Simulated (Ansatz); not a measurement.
Stretching the B1–H2 bond in CH6BN (SMILES BNC) (multiplicity 1 held, fragments rigid). Energies count from the point at 1.193 Å.
Geometry at that point (charge 0, multiplicity 1):
```json
[
 {"atom": "B", "x (Å)": "-0.1738", "y (Å)": "0.1694", "z (Å)": "1.3598"},
 {"atom": "H", "x (Å)": "-1.0466", "y (Å)": "0.5155", "z (Å)": "2.0959"},
 {"atom": "H", "x (Å)": "0.9050", "y (Å)": "-0.1500", "z (Å)": "1.7605"},
 {"atom": "N", "x (Å)": "-0.4214", "y (Å)": "0.1375", "z (Å)": "-0.0025"},
 {"atom": "C", "x (Å)": "0.5047", "y (Å)": "-0.2521", "z (Å)": "-1.0532"},
 {"atom": "H", "x (Å)": "-1.3320", "y (Å)": "0.4068", "z (Å)": "-0.3442"},
 {"atom": "H", "x (Å)": "0.6779", "y (Å)": "0.5674", "z (Å)": "-1.7558"},
 {"atom": "H", "x (Å)": "0.1296", "y (Å)": "-1.1104", "z (Å)": "-1.6169"},
 {"atom": "H", "x (Å)": "1.4567", "y (Å)": "-0.5259", "z (Å)": "-0.6023"}
]
```

Unrestricted levels (U-) break spin symmetry where that is lower. Active spaces are followed from a long bond inwards. Curves can end on different states.

Correlated levels freeze the cores.

Codes used: Ansatz (a quantum-chemistry and plane-wave program). Values without a source in brackets are computed.

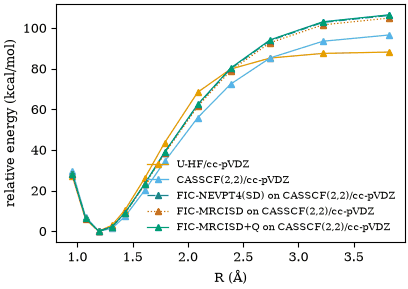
Figure. Relative energy along the coordinate

Doubts at one or more of the structures used: a spin-contaminated determinant (U-HF/cc-pVDZ).
